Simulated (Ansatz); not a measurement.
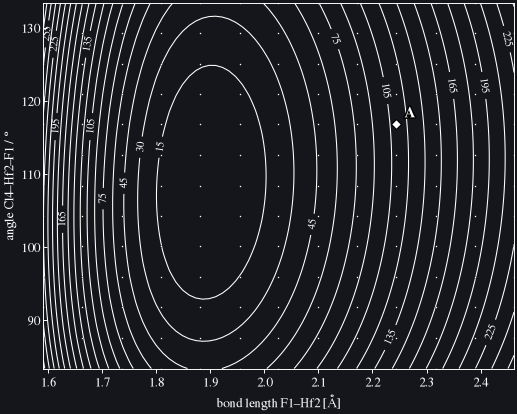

BrCl₂FHf, SMILES [F][Hf]([Cl])([Cl])[Br]. The first coordinate is: bond length F1–Hf2; the second: angle Cl4–Hf2–F1. Nothing is relaxed (all other coordinates rigid). Grid: 13 × 13 points. Points are written as (first, second). Energies: kJ/mol, counted from the relaxed molecule at the same level. Level of theory: Ansatz, RHF/def2-SVP.

In the figure: contour lines labelled in kJ/mol, dots at the grid points, the point A. Between grid points the surface is interpolated.

Which way does the force act at A, and how strong is it?

A, at (2.244 Å, 116.8°), is not a stationary point. The computed force is 470 kJ/mol for each Å towards smaller values of bond length F1–Hf2 and 0.54 kJ/mol for each degree towards smaller values of angle Cl4–Hf2–F1.
